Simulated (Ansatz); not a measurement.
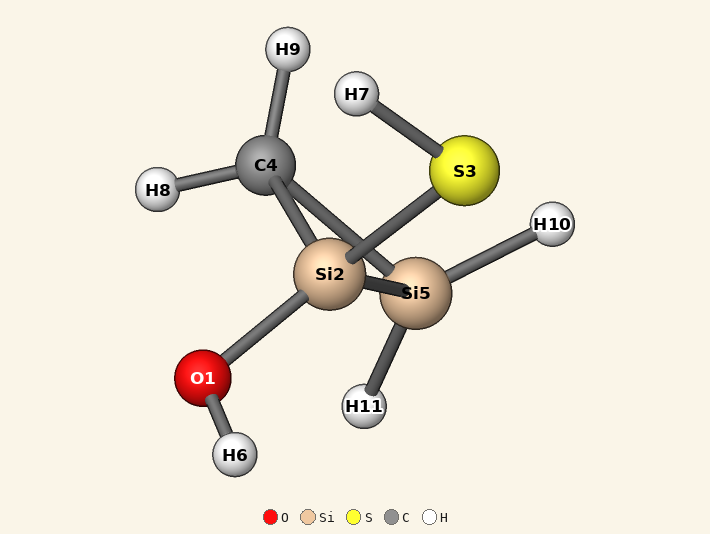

Harmonic vibrations computed with RKS PBE0-D4/def2-TZVP (Ansatz 0.2.0) at a stationary point of the same level.

**How many imaginary frequencies does it have?**

A minimum: no imaginary frequency, and the lowest mode lies at 95 cm⁻¹.

**List the wavenumbers.**

27 modes: 95, 153, 190, 220, 248, 301, 411, 416, 439, 499, 564, 642, 678, 733, 789, 844, 872, 890, 910, 952, 1352, 2229, 2250, 2680, 3110, 3191, 3903 cm⁻¹.
